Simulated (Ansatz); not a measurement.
**AlH3 (SMILES [H][Al]([H])[H]) at CCSDT(Q)/6-31G(d) (spherical functions)**

Aim: the energy change on altering one bond length of AlH3 at CCSDT(Q)/6-31G* (spherical functions), from 2 runs. 

The results are computed with Ansatz 0.2.0.

61 further runs of the same task are left out: 2 that didn't finish, 59 set aside as unsound or not needed.

## Step 1: The molecule

The species is AlH3 (4 atoms), meant as a singlet with charge 0. As SMILES, `[H][Al]([H])[H]`. The shape comes from GFN2-xTB, which is rough for such elements, and wasn't checked as a minimum.

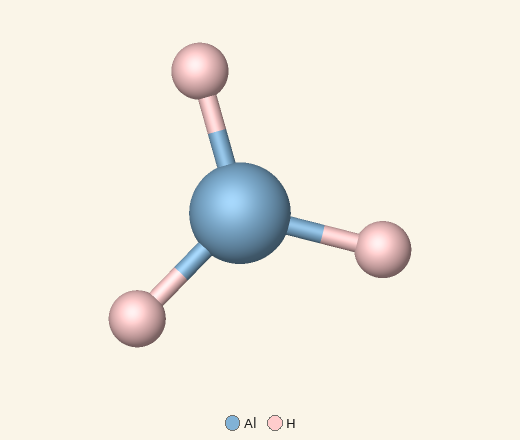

Viewed from a chosen angle; aluminium light blue, hydrogen pink.

## Step 2: The energy at CCSDT(Q)/6-31G(d) (spherical functions)

Input file input.yaml:

```yaml
crystal:
  periodic: [false, false, false]
  atoms:
    - {symbol: Al, position_ang: [-0.000010, -0.000020, 0.000020]}
    - {symbol: H, position_ang: [1.552650, -0.030520, 0.014610]}
    - {symbol: H, position_ang: [-0.749810, 1.359840, -0.019120]}
    - {symbol: H, position_ang: [-0.802830, -1.329300, 0.004480]}
basis:
  gaussian: {orbitals: 6-31G_st_-spherical.json}
correlation: {method: ccsdt_q, frozen_orbitals: {Al: 5, H: 0}}
accuracy: high
scf: {omitted_lower_state_checks: [cluster_reference, increment]}
```

The basis set 6-31G* is read from a file made from the Basis Set Exchange's data (not shown).

The run is started by

```sh
$ ansatz run input.yaml --threads 1 --pin off --max-ram 2610MiB --events-out events.jsonl --progress --plain --runs-dir runs
```

Standard output:

```text
Warning: RAYON_NUM_THREADS=1 ignored (pool sized by the plan → 1); use --threads N
Functional definition: HF
  name "HF"
  exchange = exact_x
  correlation = 0
these checks for a lower state are left out or cut short: cluster_reference, increment
453 factors; integrals over basis functions are off by at most 3.6e-9 eV
mean field evaluation 1: about -6628.7510 eV, gradient 7.7e0 eV
mean field evaluation 2: about -6628.7562 eV, gradient 7.7e0 eV
mean field evaluation 4: about -6629.0923 eV, gradient 1.7e-1 eV
mean field evaluation 8: about -6629.0924 eV, gradient 6.1e-6 eV
mean field -6629.09237850 eV, -243.6146515496 hartree, gradient 1.0e-8 eV, S^2 0.000000; 0 other end points of the search recorded, 0 dependent functions left out
5 core orbitals not correlated: weight in the atoms' cores, before any rotation towards them, 1.000 or more for the frozen orbitals, at most 0.000 for the correlated occupied ones
reference -6629.09237850 eV, -243.6146515496 hartree; 3, 3 occupied and 16, 16 virtual orbitals, 453 factors
second order -1.42972576 eV of doubles, -0.00000000 eV of singles
cycle   1  -1.77406247 eV  change   -3.4e-1 eV  update   4.9e-2
cycle   2  -1.95671163 eV  change   -1.8e-1 eV  update   2.1e-2
cycle   3  -1.96769882 eV  change   -1.1e-2 eV  update   5.6e-3
cycle   4  -1.96895702 eV  change   -1.3e-3 eV  update   1.3e-3
cycle   5  -1.96876747 eV  change    1.9e-4 eV  update   4.4e-4
cycle   6  -1.96871150 eV  change    5.6e-5 eV  update   1.3e-4
cycle   7  -1.96877156 eV  change   -6.0e-5 eV  update   4.3e-5
cycle   8  -1.96877437 eV  change   -2.8e-6 eV  update   1.1e-5
cycle   9  -1.96876811 eV  change    6.3e-6 eV  update   2.4e-6
cycle  10  -1.96876827 eV  change   -1.6e-7 eV  update   6.6e-7
cycle  11  -1.96876830 eV  change   -3.3e-8 eV  update   2.1e-7
cycle  12  -1.96876842 eV  change   -1.2e-7 eV  update   5.7e-8
cycle  13  -1.96876842 eV  change   -1.4e-9 eV  update   1.8e-8
cycle  14  -1.96876832 eV  change    1.1e-7 eV  update   5.5e-8
cycle  15  -1.96876829 eV  change    2.8e-8 eV  update   1.9e-8
cycle  16  -1.96876828 eV  change    4.8e-9 eV  update   4.4e-9
cycle  17  -1.96876828 eV  change  -6.0e-10 eV  update   1.2e-9
cycle  18  -1.96876829 eV  change   -1.0e-9 eV  update  4.6e-10
cycle  19  -1.96876829 eV  change   5.9e-12 eV  update  1.4e-10
perturbative correction -0.00070410 eV, -0.0000258752 hartree
Total energy: -6631.06185088 eV, -243.6870283248 hartree
Checks for a lower state left out: cluster_reference, increment
```

Run time: 0.34 s. Hardware: 1 thread of Arm Neoverse V2, shared host.

## Step 3: The distorted shape

Input file input.yaml:

```yaml
crystal:
  periodic: [false, false, false]
  atoms:
    - {symbol: Al, position_ang: [-0.388190, 0.007605, -0.003628]}
    - {symbol: H, position_ang: [1.552650, -0.030520, 0.014610]}
    - {symbol: H, position_ang: [-1.137990, 1.367465, -0.022768]}
    - {symbol: H, position_ang: [-1.191010, -1.321675, 0.000832]}
basis:
  gaussian:
    orbitals: 6-31G_st_-spherical.json
correlation:
  method: ccsdt_q
  frozen_orbitals: {Al: 5, H: 0}
accuracy: high
scf:
  omitted_lower_state_checks: [cluster_reference, increment]
```

The basis set 6-31G* is read from a file made from the Basis Set Exchange's data (not shown).

The run is started by

```sh
$ ansatz run input.yaml --threads 1 --pin off --max-ram 2610MiB --events-out events.jsonl --progress --plain --runs-dir runs
```

Standard output:

```text
Warning: RAYON_NUM_THREADS=1 ignored (pool sized by the plan → 1); use --threads N
[... 4 set-up lines as earlier in the session ...]
these checks for a lower state are left out or cut short: cluster_reference, increment
453 factors; integrals over basis functions are off by at most 3.6e-9 eV
mean field evaluation 1: about -6628.0957 eV, gradient 7.9e0 eV
mean field evaluation 2: about -6628.0996 eV, gradient 7.9e0 eV
mean field evaluation 4: about -6628.4882 eV, gradient 2.4e-1 eV
mean field evaluation 8: about -6628.4884 eV, gradient 1.6e-5 eV
mean field -6628.48842789 eV, -243.5924567740 hartree, gradient 4.7e-8 eV, S^2 0.000000; 0 other end points of the search recorded, 0 dependent functions left out
5 core orbitals not correlated: weight in the atoms' cores, before any rotation towards them, 1.000 or more for the frozen orbitals, at most 0.000 for the correlated occupied ones
reference -6628.48842789 eV, -243.5924567740 hartree; 3, 3 occupied and 16, 16 virtual orbitals, 453 factors
second order -1.47440472 eV of doubles, -0.00000000 eV of singles
cycle   1  -1.84384049 eV  change   -3.7e-1 eV  update   5.7e-2
cycle   2  -2.07042806 eV  change   -2.3e-1 eV  update   2.6e-2
cycle   3  -2.08381212 eV  change   -1.3e-2 eV  update   6.7e-3
cycle   4  -2.08590656 eV  change   -2.1e-3 eV  update   2.0e-3
cycle   5  -2.08594611 eV  change   -4.0e-5 eV  update   6.9e-4
cycle   6  -2.08586924 eV  change    7.7e-5 eV  update   2.1e-4
cycle   7  -2.08595161 eV  change   -8.2e-5 eV  update   7.5e-5
cycle   8  -2.08596038 eV  change   -8.8e-6 eV  update   2.1e-5
cycle   9  -2.08594776 eV  change    1.3e-5 eV  update   5.2e-6
cycle  10  -2.08594845 eV  change   -6.9e-7 eV  update   1.9e-6
cycle  11  -2.08594847 eV  change   -1.8e-8 eV  update   6.8e-7
cycle  12  -2.08594879 eV  change   -3.2e-7 eV  update   2.4e-7
cycle  13  -2.08594862 eV  change    1.7e-7 eV  update   8.1e-8
cycle  14  -2.08594859 eV  change    2.6e-8 eV  update   2.6e-8
cycle  15  -2.08594858 eV  change    1.1e-8 eV  update   1.5e-8
cycle  16  -2.08594833 eV  change    2.5e-7 eV  update   6.3e-8
cycle  17  -2.08594822 eV  change    1.1e-7 eV  update   2.4e-8
cycle  18  -2.08594820 eV  change    1.7e-8 eV  update   6.1e-9
cycle  19  -2.08594820 eV  change   -1.2e-9 eV  update   2.0e-9
cycle  20  -2.08594821 eV  change  -8.4e-10 eV  update  8.4e-10
cycle  21  -2.08594821 eV  change   3.1e-11 eV  update  3.3e-10
perturbative correction -0.00098002 eV, -0.0000360152 hartree
Total energy: -6630.57535612 eV, -243.6691499718 hartree
Checks for a lower state left out: cluster_reference, increment
```

Wall time 0.34 s (1 thread of Arm Neoverse V2, shared host).

## Step 4: Results

At CCSDT(Q)/6-31G* (spherical functions), 5 core orbitals frozen:

```
                                                          quantity          value
                                         first shape: total energy  -243.68703 Eh
          first shape: correlation energy (5 core orbitals frozen)      -72.4 mEh
                                        first shape: T1 diagnostic          0.013
                                     distorted shape: total energy  -243.66915 Eh
      distorted shape: correlation energy (5 core orbitals frozen)      -76.7 mEh
                                    distorted shape: T1 diagnostic          0.015
energy change with the Al1–H2 bond stretched from 1.553 to 1.941 Å       0.486 eV
```

What this shows: With the Al1–H2 bond stretched from 1.553 to 1.941 Å the energy rises by 0.49 eV (46.9 kJ/mol). The first shape isn't relaxed at this level, so the change isn't measured from a minimum.
